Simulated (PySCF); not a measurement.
## A study: CH₅AlO₂, SMILES `C[Al](O)O`

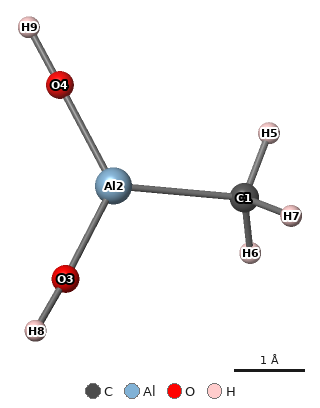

The molecule, with its atoms numbered as below. No frequency check shows the geometry to be a minimum.

Coordinates in Å:

```
C1       1.8839    0.1025   -0.0000
Al2     -0.1065   -0.0006   -0.0006
O3      -0.7856   -1.5010    0.0003
O4      -0.9720    1.4006    0.0003
H5       2.2311    1.1324   -0.0219
H6       2.3006   -0.4173   -0.8605
H7       2.2969   -0.3774    0.8851
H8      -1.2127   -2.3436    0.0005
H9      -1.4739    2.2009    0.0006
```

### 1. Bonding charge

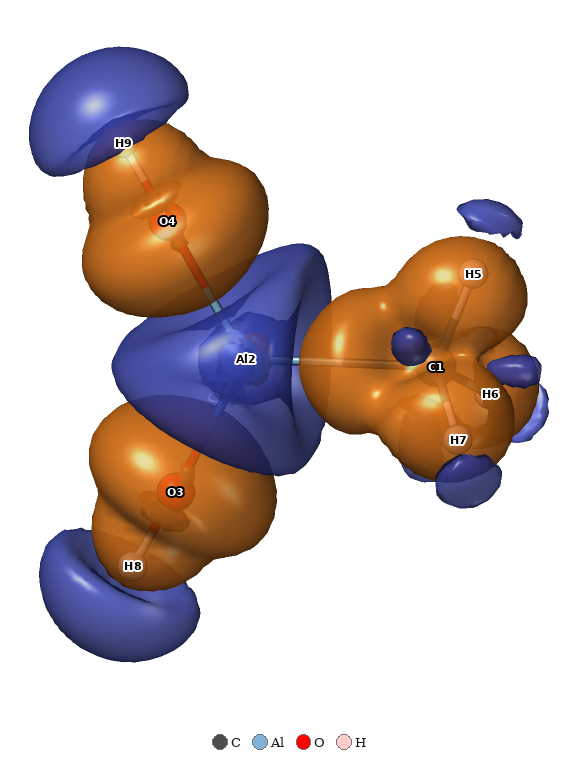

Deformation density (molecule less spherical, spin-averaged free atoms at the same positions), surfaces at ±0.04 e/Å³; orange: gain, blue: loss.

Computed with PySCF, PBE0/def2-TZVP, geometry: GFN2-xTB.

Describe the bonding that the map shows.

Answer. O4–H9: +0.81 e/Å³ at the bond critical point (bond length 0.94 Å, Mayer order 0.9). O3–H8: +0.81 e/Å³ at the bond critical point (bond length 0.94 Å, Mayer order 0.9). C1–H5: +0.67 e/Å³ at the bond critical point (bond length 1.09 Å, Mayer order 1.0). C1–H6 and C1–H7: +0.66 e/Å³ at the bond critical point (bond length 1.09 Å, Mayer order 0.9). C1–Al2: +0.15 e/Å³ at the bond critical point (bond length 1.99 Å, Mayer order 1.0). Al2–O3: +0.06 e/Å³ at the bond critical point (bond length 1.65 Å, Mayer order 1.1); up to 0.6 Å beside the axis the gain reaches +0.27 e/Å³. Al2–O4: +0.06 e/Å³ at the bond critical point (bond length 1.65 Å, Mayer order 1.1); up to 0.6 Å beside the axis the gain reaches +0.27 e/Å³. In all, 2.2 electrons gather in the regions of gain relative to the promolecule. A small or negative value marks a very polar bond, one between electron-rich atoms, whose free-atom densities already overlap strongly, a long bond to a heavier atom, or a closed-shell contact such as a hydrogen bond.

### 2. Bond critical points

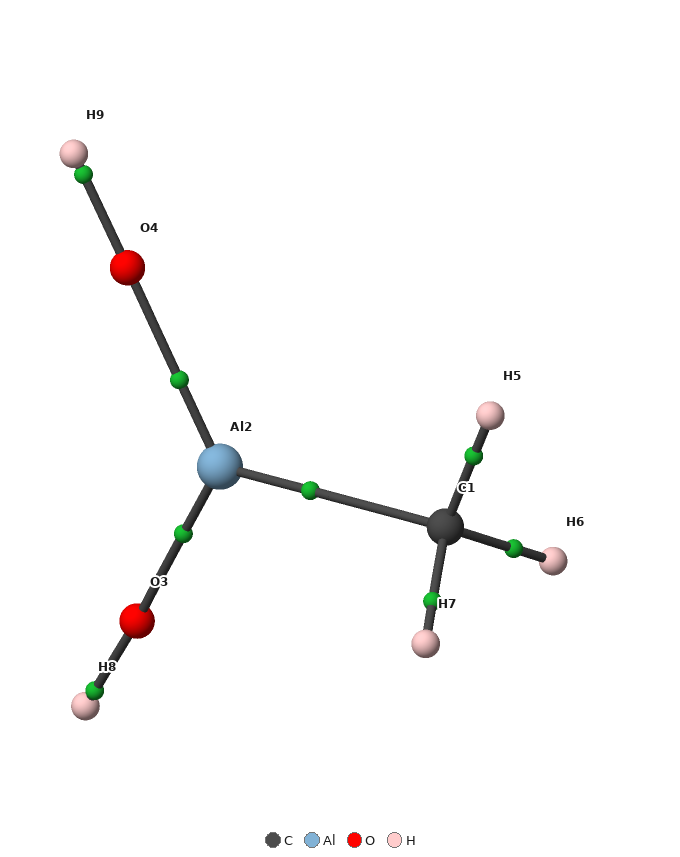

Molecular graph of the electron density (QTAIM): bond paths, bond critical points (green), ring points (magenta, if any); weak paths are dashed.

How many critical points of each kind are there, and does the count close?

Answer. 9 nuclei, 8 bond, 0 ring and 0 cage critical points: 9 − 8 + 0 − 0 = 1, as the Poincaré–Hopf relation requires.

Tabulate density, Laplacian, ellipticity and energy density at the bond critical points (atomic units).

Answer.
```json
{"bond": "O4–H9", "length (Å)": "0.945", "ρ (a.u.)": "0.366", "∇²ρ (a.u.)": "−2.61", "ε": "0.00", "H (a.u.)": "−0.722"}
{"bond": "O3–H8", "length (Å)": "0.945", "ρ (a.u.)": "0.366", "∇²ρ (a.u.)": "−2.61", "ε": "0.00", "H (a.u.)": "−0.722"}
{"bond": "C1–H5", "length (Å)": "1.087", "ρ (a.u.)": "0.273", "∇²ρ (a.u.)": "−0.91", "ε": "0.03", "H (a.u.)": "−0.275"}
{"bond": "C1–H6 (2 alike)", "length (Å)": "1.088", "ρ (a.u.)": "0.271", "∇²ρ (a.u.)": "−0.89", "ε": "0.03", "H (a.u.)": "−0.272"}
{"bond": "Al2–O3", "length (Å)": "1.647", "ρ (a.u.)": "0.113", "∇²ρ (a.u.)": "+0.96", "ε": "0.02", "H (a.u.)": "−0.006"}
{"bond": "Al2–O4", "length (Å)": "1.647", "ρ (a.u.)": "0.113", "∇²ρ (a.u.)": "+0.96", "ε": "0.03", "H (a.u.)": "−0.006"}
{"bond": "C1–Al2", "length (Å)": "1.993", "ρ (a.u.)": "0.082", "∇²ρ (a.u.)": "+0.22", "ε": "0.10", "H (a.u.)": "−0.026"}
```

What kind of interaction is C1–H5?

Answer. Shared-shell (covalent): ρ = 0.273, ∇²ρ = −0.91, H = −0.275 a.u.

### 3. Electrostatic potential

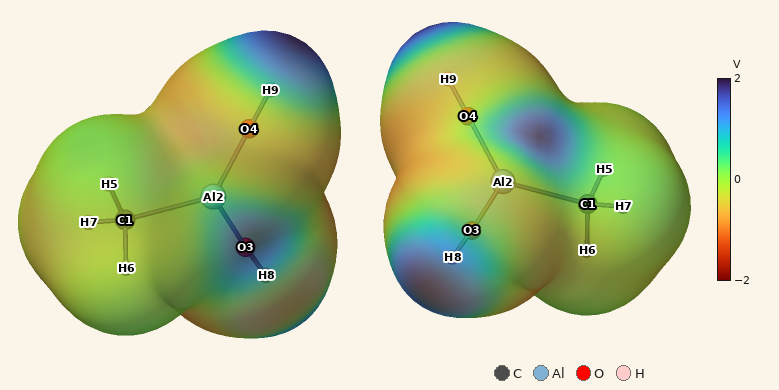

Electrostatic potential on the surface of electron density 0.001 a.u. (back view left, front view right).

Where are the extremes of the potential on the surface?

Answer. Highest: 1.94 V, 1.2 Å from H9. Further maxima include 0.25 V, 1.4 Å from H6. Lowest: −0.83 V, off the O4–H9 bond (1.9 to 2.1 Å from its atoms). Further minima include −0.55 V, near H6 (1.86 Å), H7 (1.92 Å), H5 (1.99 Å) and C1 (2.03 Å). The surface is sampled at points, so like sites can differ by a few per cent and only the strongest of them is named.

What volume does the surface enclose, and what is the dipole moment?

Answer. About 99 Å³; the dipole moment is 1.0 D.

### 4. In an electric field

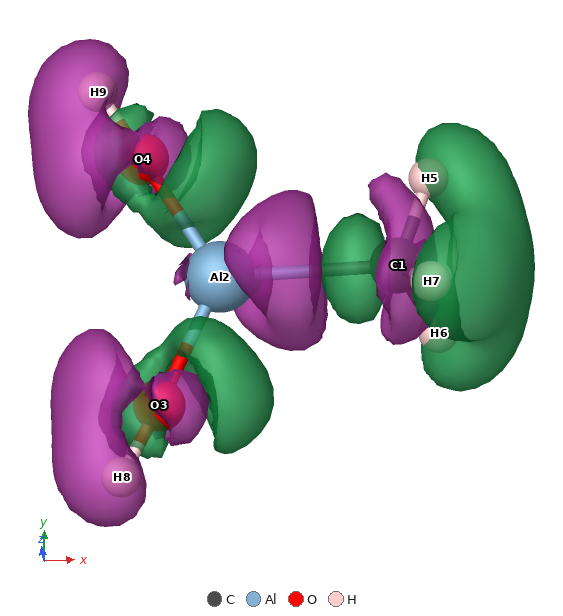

Change of the electron density in a uniform field of 0.21 V/Å, surfaces at ±0.0015 e/Å³ (green: gain, purple: loss).

Level of theory: PBE0/def2-TZVP (PySCF), at a geometry from GFN2-xTB. A basis without diffuse functions makes polarisabilities too small.

The field was applied in both directions; the picture shows the one opposite to the script's first.

Along which Cartesian direction does the field point?

Answer. Along −x: electrons gather on the +x side, against the field.

What dipole is induced, and what polarisability does it imply?

Answer. The induced dipole is 0.47 D (along the field); α along this axis, from the fields in both directions, is 47 bohr³ (6.9 Å³).

### 5. Removing or adding an electron

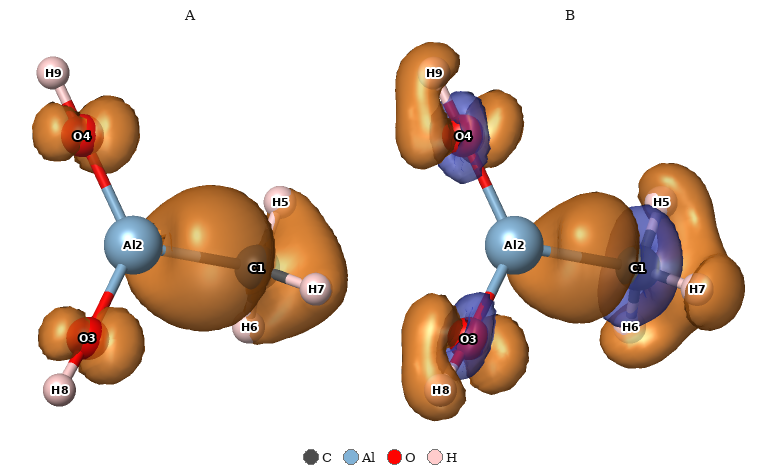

The Fukui function f⁻ from two separate SCF calculations and the density of the HOMO, at ±0.03 e/Å³ (orange positive, blue negative).

Method: PBE0/def2-TZVP; geometry: GFN2-xTB; program: PySCF.

Which panel is which, and how good is the frozen-orbital picture?

Answer. B is f⁻ (it has negative regions), A the HOMO density. The HOMO lies on C1 (45 %), Al2 (21 %) and O3 and O4 (9 % each); f⁻ (Hirshfeld-condensed) is largest on C1 (0.21) and Al2 (0.21); the vertical ionisation energy is 10.20 eV (the stability of the cation's solution wasn't checked). Relaxation shifts 24 % of the electron between atoms. The orbital energy is −7.96 eV.
